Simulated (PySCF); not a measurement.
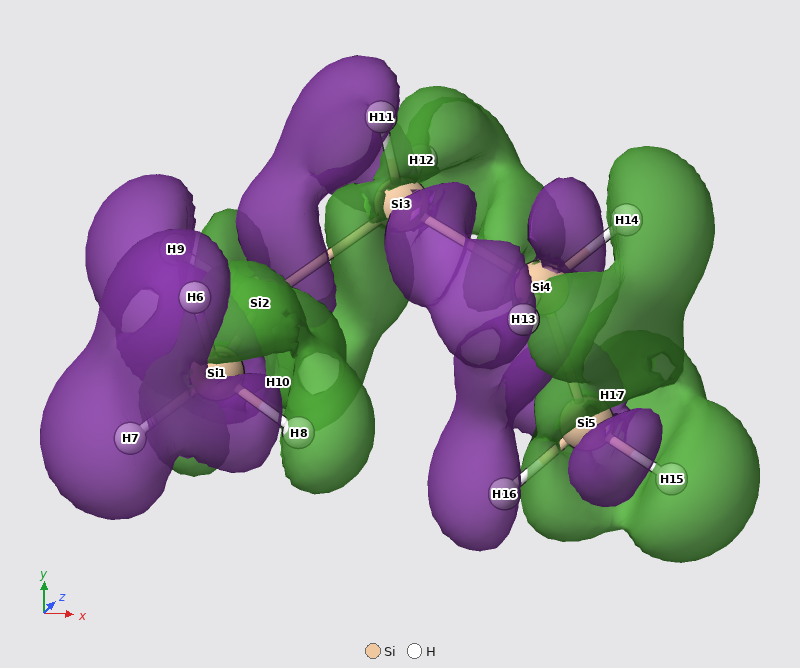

Figure. H$_{12}$Si$_{5}$, SMILES `[SiH3][SiH2][SiH2][SiH2][SiH3]`. Change of the electron density in a uniform field of 0.21 V/Å, surfaces at ±0.001 e/Å³ (purple: gain, green: loss).

Level of theory: PBE0/def2-TZVP (PySCF), at a geometry from GFN2-xTB. No frequency check shows the geometry to be a minimum. A basis without diffuse functions makes polarisabilities too small.

**Along which Cartesian direction does the field point?**

Along +x: electrons gather on the −x side, against the field.

**How large is the response?**

The induced dipole is 1.72 D (along the field); α along this axis, from the fields in both directions, is 170 bohr³ (25.1 Å³).

**Which atoms gain and lose the most charge?**

Electrons gather most on H7 (Hirshfeld charge changes by −0.011 e) and leave H15 most (+0.011 e); 0.129 electrons are displaced in all.
